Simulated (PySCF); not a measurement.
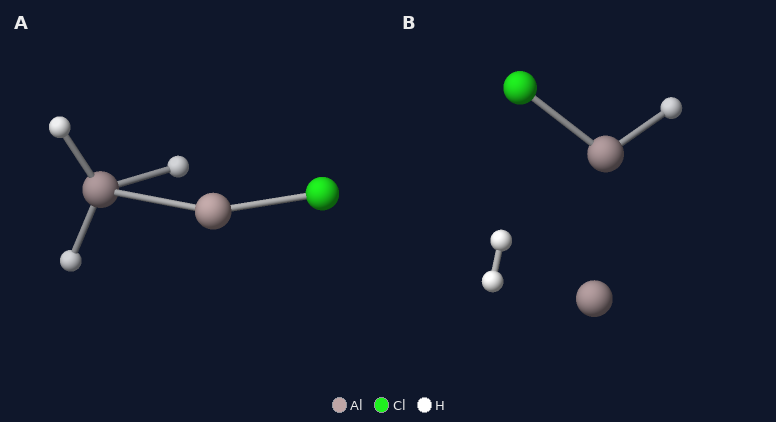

2 stationary structures of one formula. Geometries: PBE-D4/def2-SVP. Electronic energies: PBE-D4/def2-SVP (PySCF 2.14.0), without zero-point energy. No frequency run is at hand to confirm each as a minimum.

Which structure is the most stable?

Answer. A is lowest; B lies 27.4 kcal/mol above it.
